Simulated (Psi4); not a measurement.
# BH3S (SMILES BS) at mPWPW-D3(BJ)+ATM/cc-pwCVDZ (density fitting)

Aim: the energy change on altering one bond length of BH3S at mPWPW-D3(BJ)+ATM/cc-pwCVDZ (density fitting), from 2 runs. 

The calculation is run with Psi4 1.11.

## 1. Starting point

BH3S has 5 atoms, charge 0, and is taken as a singlet. As SMILES, `BS`. Geometry: relaxed at PBE0-D4/def2-TZVP.

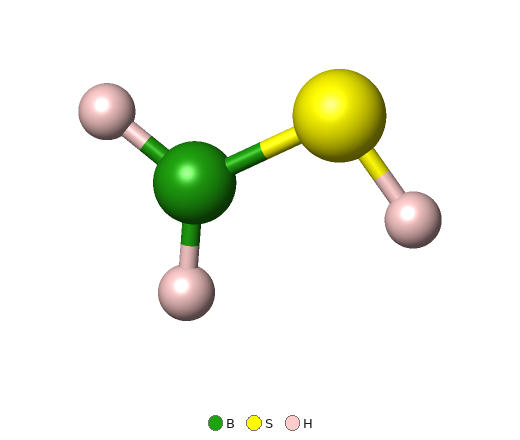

The structure, seen from a chosen angle (boron green, sulfur yellow, hydrogen pink).

## 2. Energy and forces at mPWPW-D3(BJ)+ATM/cc-pwCVDZ (density fitting)

bh3s.xyz reads:

```xyz
5
BH3S
B     -0.392100    -0.421000     0.088100
S      0.161700     1.236900    -0.154300
H     -1.562900    -0.556400     0.264200
H      0.367100    -1.337600     0.074200
H      1.476100     1.004400    -0.313600
```

run.py reads:

```python
import psi4

psi4.set_memory(1600000000)
psi4.set_num_threads(1)
psi4.core.set_output_file('psi4.out', False)

with open('bh3s.xyz') as f:
    atoms = ''.join(f.readlines()[2:])
mol = psi4.geometry('0 1\n' + atoms + '')

psi4.set_options({
    'scf_type': 'disk_df',
})

e = psi4.gradient('mpwpw-d3bjatm/cc-pwCVDZ', molecule=mol)
print('gradient / Eh bohr^-1')
print(e.np.round(6))
```

On the command line:

```bash
python run.py
```

psi4.out:

```text
[...]
  Running in c1 symmetry.
[...]
  Nuclear repulsion =   43.070548964180006
[...]
  Multiplicity = 1
[...]
  Nalpha       = 12
  Nbeta        = 12
[...]
    Number of basis functions: 60
[...]
   @DF-RKS iter   1:  -424.71564843937335   -1.81936e-01   9.22190e-03 DIIS/ADIIS
[...]
   @DF-RKS iter  11:  -424.87520073124989   -8.52651e-13   3.17800e-09 DIIS
[...]
    Orbital Energies [Eh]
    ---------------------
    Doubly Occupied:
       1A    -88.103543     2A     -7.687582     3A     -6.542814
       4A     -5.712003     5A     -5.706483     6A     -5.705648
       7A     -0.690735     8A     -0.457323     9A     -0.384060
      10A     -0.316667    11A     -0.286312    12A     -0.266657
[...]
  @DF-RKS Final Energy:  -424.87520073124989
   => Energetics <=
    Nuclear Repulsion Energy =             43.0705489641800057
    One-Electron Energy =                -670.2420824073469703
    Two-Electron Energy =                 233.1680568327395235
    DFT Exchange-Correlation Energy =     -30.8671869343565248
    Empirical Dispersion Energy =          -0.0045371864659254
    VV10 Nonlocal Energy =                  0.0000000000000000
    Total Energy =                       -424.8752007312498904
[...]
 Multipole Moments:
 ------------------------------------------------------------------------------------
     Multipole            Electronic (a.u.)      Nuclear  (a.u.)        Total (a.u.)
 ------------------------------------------------------------------------------------
 L = 1.  Multiply by 2.5417464519 to convert [e a0] to [Debye]
 Dipole X            :         -0.2128278            0.5944334            0.3816056
 Dipole Y            :          1.8300506           -1.7936679            0.0363828
 Dipole Z            :         -0.1531665            0.0965434           -0.0566231
 Magnitude           :                                                    0.3874954
[...]
  -Total Gradient:
     Atom            X                  Y                   Z
    ------   -----------------  -----------------  -----------------
       1       -0.000718490031     0.000710900808     0.000027128972
       2        0.007608617736    -0.007607753666    -0.000296606052
       3        0.006224383709     0.000284001808    -0.000892017086
       4       -0.003945452963     0.004947084635     0.000054602764
       5       -0.009173531864     0.001649699584     0.001109116966
[...]
```

Standard output:

```text
gradient / Eh bohr^-1
[[-7.180e-04  7.110e-04  2.700e-05]
 [ 7.609e-03 -7.608e-03 -2.970e-04]
 [ 6.224e-03  2.840e-04 -8.920e-04]
 [-3.945e-03  4.947e-03  5.500e-05]
 [-9.174e-03  1.650e-03  1.109e-03]]
```

Wall time 8.4 s (1 thread of Intel Xeon Platinum 8259CL at 2.50GHz (Skylake/Cascade Lake), shared host); peak memory 0.46 GiB.

## 3. The distorted shape

input.json reads:

```json
{
  "schema_name": "qcschema_input",
  "schema_version": 1,
  "molecule": {
    "schema_name": "qcschema_molecule",
    "schema_version": 2,
    "symbols": ["B", "S", "H", "H", "H"],
    "geometry": [-0.4924853, -0.83952595, 0.1363702, 0.55404502, 2.29345099, -0.32169942, -2.70497665, -1.09539487, 0.46915097, 0.94219477, -2.57164891, 0.110103, 2.78942473, 1.89804092, -0.59261811],
    "molecular_charge": 0,
    "molecular_multiplicity": 1
  },
  "driver": "gradient",
  "model": {
    "method": "mpwpw-d3bjatm",
    "basis": "cc-pwCVDZ"
  },
  "keywords": {
    "reference": "rks",
    "scf_type": "disk_df"
  }
}
```

On the command line:

```bash
psi4 --qcschema input.json -n 1 --memory 1600MB
```

stdout:

```text
[...]
  Running in c1 symmetry.
[...]
  Nuclear repulsion =   43.821558318343513
[...]
  Multiplicity = 1
[...]
  Nalpha       = 12
  Nbeta        = 12
[...]
    Number of basis functions: 60
[...]
   @DF-RKS iter   1:  -424.71290984551177   -1.32051e-01   9.08498e-03 ADIIS/DIIS
[...]
   @DF-RKS iter  11:  -424.86151389410998   -4.54747e-13   1.83398e-09 DIIS
[...]
    Orbital Energies [Eh]
    ---------------------
    Doubly Occupied:
       1A    -88.094805     2A     -7.682643     3A     -6.543294
       4A     -5.706559     5A     -5.701174     6A     -5.700438
       7A     -0.706518     8A     -0.466330     9A     -0.387602
      10A     -0.317578    11A     -0.287210    12A     -0.267751
[...]
  @DF-RKS Final Energy:  -424.86151389410998
   => Energetics <=
    Nuclear Repulsion Energy =             43.8215583183435129
    One-Electron Energy =                -671.6813819856904502
    Two-Electron Energy =                 233.9151052019943506
    DFT Exchange-Correlation Energy =     -30.9122438183732449
    Empirical Dispersion Energy =          -0.0045516103840844
    VV10 Nonlocal Energy =                  0.0000000000000000
    Total Energy =                       -424.8615138941099758
[...]
 Multipole Moments:
 ------------------------------------------------------------------------------------
     Multipole            Electronic (a.u.)      Nuclear  (a.u.)        Total (a.u.)
 ------------------------------------------------------------------------------------
 L = 1.  Multiply by 2.5417464519 to convert [e a0] to [Debye]
 Dipole X            :         -0.0910968            0.4765975            0.3855007
 Dipole Y            :          1.8125066           -1.7728247            0.0396819
 Dipole Z            :         -0.1683181            0.1108248           -0.0574933
 Magnitude           :                                                    0.3917792
[...]
  -Total Gradient:
     Atom            X                  Y                   Z
    ------   -----------------  -----------------  -----------------
       1        0.000706833135     0.001082702647    -0.000207909506
       2        0.104704251185    -0.025662059711    -0.011976408369
       3        0.005957542398     0.000668135693    -0.000893302942
       4       -0.004412455996     0.004758075425     0.000138316271
       5       -0.106980745165     0.019147363796     0.012943294385
[...]
```

The result, in JSON:

```text
{
 "driver": "gradient",
 "model": {
  "method": "mpwpw-d3bjatm",
  "basis": "cc-pwCVDZ"
 },
 "success": true,
 "return_result": [0.0007068331350465319, 0.001082702646630638, -0.00020790950592305336, 0.10470425118510152, -0.02566205971138126, -0.011976408369047632, 0.005957542397573178, 0.0006681356929971384, -0.0008933029424820498, -0.00441245599561768, 0.0047580754247351555, 0.00013831627104546164, -0.10698074516512567, 0.019147363795934326, 0.01294329438518102],
 "properties": {
  "calcinfo_nbasis": 60,
  "calcinfo_nmo": 60,
  "calcinfo_nalpha": 12,
  "calcinfo_nbeta": 12,
  "calcinfo_natom": 5,
  "nuclear_repulsion_energy": 43.82155831834351,
  "return_energy": -424.86151389411,
  "return_gradient": [0.0007068331350465319, 0.001082702646630638, -0.00020790950592305336, 0.10470425118510152, -0.02566205971138126, -0.011976408369047632, 0.005957542397573178, 0.0006681356929971384, -0.0008933029424820498, -0.00441245599561768, 0.0047580754247351555, 0.00013831627104546164, -0.10698074516512567, 0.019147363795934326, 0.01294329438518102],
  "scf_one_electron_energy": -671.6813819856905,
  "scf_two_electron_energy": 233.91510520199435,
  "scf_xc_energy": -30.912243818373245,
  "scf_dispersion_correction_energy": -0.004551610384084378,
  "scf_dipole_moment": [0.38550068729494524, 0.03968194629226107, -0.05749333883366203],
  "scf_total_energy": -424.86151389411,
  "scf_total_gradient": [0.0007068331350465319, 0.001082702646630638, -0.00020790950592305336, 0.10470425118510152, -0.02566205971138126, -0.011976408369047632, 0.005957542397573178, 0.0006681356929971384, -0.0008933029424820498, -0.00441245599561768, 0.0047580754247351555, 0.00013831627104546164, -0.10698074516512567, 0.019147363795934326, 0.01294329438518102],
  "scf_iterations": 11
 }
}
```

Run time: 8.1 s. Hardware: 1 thread of Intel Xeon Platinum 8259CL at 2.50GHz (Skylake/Cascade Lake), shared host; peak memory 0.45 GiB.

## 4. Results

At mPWPW-D3(BJ)+ATM/cc-pwCVDZ (density fitting):

| quantity | value |
| --- | --- |
| first shape: total energy | -424.87520 Eh |
| first shape: dipole moment | 0.98 D |
| first shape: HOMO energy | -7.26 eV |
| first shape: LUMO energy | -2.12 eV |
| first shape: HOMO–LUMO gap | 5.13 eV |
| first shape: dispersion energy | -11.91 kJ/mol |
| first shape: largest force on an atom | 0.553 eV/Å |
| distorted shape: total energy | -424.86151 Eh |
| distorted shape: dipole moment | 1.00 D |
| distorted shape: HOMO energy | -7.29 eV |
| distorted shape: LUMO energy | -2.14 eV |
| distorted shape: HOMO–LUMO gap | 5.15 eV |
| distorted shape: dispersion energy | -11.95 kJ/mol |
| distorted shape: largest force on an atom | 5.628 eV/Å |
| energy change with the S2–H5 bond shortened from 1.344 to 1.210 Å | 0.372 eV |

With the S2–H5 bond shortened from 1.344 to 1.210 Å the energy rises by 0.37 eV (35.9 kJ/mol). The first shape isn't relaxed at this level, so the change isn't measured from a minimum. The largest force (first shape) is 0.55 eV/Å: the shape isn't a stationary point for this species at this level.
